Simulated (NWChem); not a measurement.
# CClF3 (SMILES FC(F)(F)Cl) at 3 levels

We compute a comparison of 3 runs (CCSD(T)/6-31G*, CCSD(T)/6-31++G**, CCSD(T)/6-31+G*) of CClF3. 

The results are computed with NWChem 7.3.0.

## Step 1: The structure to begin with

CClF3 has 5 atoms, charge 0, and is taken as a singlet. As SMILES, `FC(F)(F)Cl`. The coordinates come from a PBE0-D4/def2-TZVP relaxation.

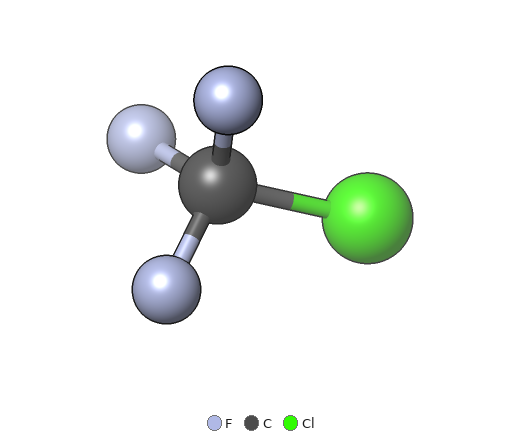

The structure, seen from a chosen angle (fluorine light blue, carbon dark grey, chlorine green).

## Step 2: A single-point energy at CCSD(T)/6-31G(d) (spherical functions) (run 1)

File test.nw:

```
START test
TITLE "CClF3"
memory stack 880 mb heap 220 mb global 1100 mb
charge 0

GEOMETRY units angstroms noautosym nocenter noautoz
  F        0.213700       0.019100       1.326100
  C       -0.002200      -0.082500       0.026100
  F       -1.249600      -0.474600      -0.167100
  F        0.811700      -0.999000      -0.468500
  Cl       0.276300       1.463300      -0.758000
END

BASIS spherical bse
  F library 6-31G*
  C library 6-31G*
  Cl library 6-31G*
END

SCF
  thresh 1e-08
  maxiter 80
  noprint "final vectors analysis"
END

CCSD
  freeze core 9
  maxiter 60
END

TASK ccsd(t) energy
```

Command:

```sh
$ nwchem test.nw > test.out
```

What it wrote:

```text
[...]
  functions       =    74
[...]
  wavefunction    = RHF
[...]
         Total SCF energy =   -795.657109078234
      One-electron energy =  -1603.220240824590
      Two-electron energy =    556.334488371972
 Nuclear repulsion energy =    251.228643374385
        Time for solution =      8.7s
[...]
 Total MP2 energy:           -796.417733244169199
[...]
             energy      energy      error      ampl     ampl      Block
                                                time     time      time
[...]
 Total CCSD energy:           -796.434454973234551
[...]
 Total CCSD+T(CCSD) energy:           -796.455421646781588
[...]
 Total CCSD(T) energy:                -796.453149215143071
[...]
```

Wall time 77 s (1 thread of Intel Xeon Platinum 8488C (Sapphire Rapids), shared host); peak memory 0.22 GiB.

## Step 3: The energy at CCSD(T)/6-31++G(d,p) (spherical functions) (run 2)

File a.nw:

```
start a
memory 2200 mb

geometry units angstrom noautosym nocenter noautoz
  F        0.213700       0.019100       1.326100
  C       -0.002200      -0.082500       0.026100
  F       -1.249600      -0.474600      -0.167100
  F        0.811700      -0.999000      -0.468500
  Cl       0.276300       1.463300      -0.758000
end

basis spherical bse
  * library 6-31++G**
end

scf
  thresh 1e-08
  maxiter 80
  print low
end

ccsd
  freeze core 9
  maxiter 60
end

task ccsd(t) energy
```

Command:

```sh
$ nwchem a.nw > a.out
```

What it wrote:

```text
[...]
  functions       =    94
[...]
  wavefunction    = RHF
[...]
         Total SCF energy =   -795.670241393120
      One-electron energy =  -1602.713367151321
      Two-electron energy =    555.814482383816
 Nuclear repulsion energy =    251.228643374385
        Time for solution =     17.3s
[...]
 Total MP2 energy:           -796.447386047689520
[...]
             energy      energy      error      ampl     ampl      Block
                                                time     time      time
[...]
 Total CCSD energy:           -796.463318159611731
[...]
 Total CCSD+T(CCSD) energy:           -796.487142582952970
[...]
 Total CCSD(T) energy:                -796.484275574336380
[...]
```

Run time: 3.2 min. Hardware: 1 thread of Intel Xeon Platinum 8488C (Sapphire Rapids), shared host; peak memory 0.31 GiB.

## Step 4: The energy at CCSD(T)/6-31+G(d) (spherical functions) (run 3)

File mymol.xyz:

```xyz
5

F      0.213700     0.019100     1.326100
C     -0.002200    -0.082500     0.026100
F     -1.249600    -0.474600    -0.167100
F      0.811700    -0.999000    -0.468500
Cl     0.276300     1.463300    -0.758000
```

File mymol.nw:

```
start mymol
memory 2200 mb
geometry noautosym nocenter noautoz
  load mymol.xyz
end
basis "ao basis" spherical bse
  F library 6-31+G*
  C library 6-31+G*
  Cl library 6-31+G*
end
scf
  thresh 1e-08
  maxiter 80
  noprint "final vectors analysis"
end
ccsd
  freeze core 9
  maxiter 60
end
task ccsd(t) energy
```

Command:

```sh
$ nwchem mymol.nw > mymol.out
```

What it wrote:

```text
[...]
  functions       =    94
[...]
  wavefunction    = RHF
[...]
         Total SCF energy =   -795.670241393099
      One-electron energy =  -1602.713367151280
      Two-electron energy =    555.814482383796
 Nuclear repulsion energy =    251.228643374385
        Time for solution =     17.7s
[...]
 Total MP2 energy:           -796.447386047667578
[...]
             energy      energy      error      ampl     ampl      Block
                                                time     time      time
[...]
 Total CCSD energy:           -796.463318159589790
[...]
 Total CCSD+T(CCSD) energy:           -796.487142582930915
[...]
 Total CCSD(T) energy:                -796.484275574314324
[...]
```

Run time: 3.3 min. Hardware: 1 thread of Intel Xeon Platinum 8488C (Sapphire Rapids), shared host; peak memory 0.31 GiB.

## Step 5: All runs side by side

| run | level | energy (Eh) | correlation energy (mEh) | (T) correction (mEh) | wall time |
| --- | --- | --- | --- | --- | --- |
| 1 | CCSD(T)/6-31G* (spherical functions) | -796.453149 | -796.0 | -18.69 | 77 s |
| 2 | CCSD(T)/6-31++G** (spherical functions) | -796.484276 | -814.0 | -20.96 | 3.2 min |
| 3 | CCSD(T)/6-31+G* (spherical functions) | -796.484276 | -814.0 | -20.96 | 3.3 min |

## Step 6: Results

```
                                          quantity          value
                               run 3: total energy  -796.48428 Eh
run 3: correlation energy (9 core orbitals frozen)     -814.0 mEh
                             run 3: (T) correction     -20.96 mEh
```

Over the runs the total energy spans 0.847 eV. All runs together took 7.8 min, the longest 3.3 min.
